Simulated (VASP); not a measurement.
Band structure of MgH2 (rutile). Calculation: r2SCAN meta-GGA, VASP's PBE PAW potentials (set 64) (plane waves; VASP).

The path is coarsely sampled, so an indirect gap can come out somewhat too large.

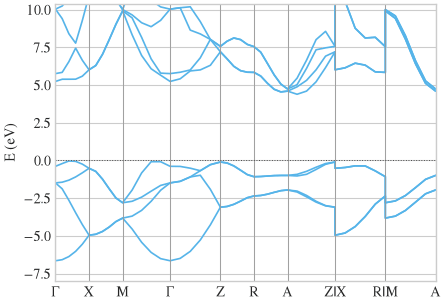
Fig. 1. Bands along high-symmetry lines, zero at the valence-band maximum or, without a gap, the Fermi level

Question: Read the plot: is there a gap, and where are the band edges?

Answer: The gap is indirect, 4.39 eV, from the valence maximum at (0.17, 0.17, 0.00) to the conduction minimum at A-Z at 0.20.

The compound is MgH2 in the rutile structure. It was relaxed first.
